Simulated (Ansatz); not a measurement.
```xyz
10

W     0.1435   -0.2929    0.2191
Cl   -0.0800    0.5029    2.3933
H     1.3464    0.5148   -0.6310
H    -0.2075    1.3042   -0.0670
H    -1.4246    0.2093   -0.0253
Cl   -0.4710   -2.2783   -0.8227
H    -0.3543    0.2723   -1.2603
O     1.6001   -1.7139    1.2832
H     1.4212   -2.6413    1.0667
H     1.5438   -1.6111    2.2453
```

Core potentials replace the inner electrons of W.

Level of theory: RKS PBE0/def2-SVP in Ansatz 0.2.0.

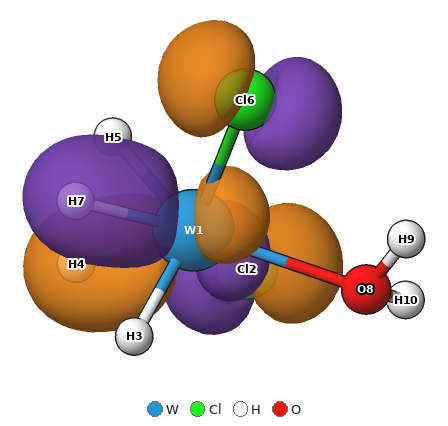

Cl2H6OW. The HOMO at ±0.15 Å⁻³ᐟ² (orange and purple are the two phases), seen at an oblique angle.

> Describe this orbital and give its energy.

Its weight (Hirshfeld) is mainly on W1 (about 30 %), Cl2 (about 20 %), Cl6 (about 20 %), H4 (about 15 %) and H7 (about 15 %). Its energy is −7.49 eV.
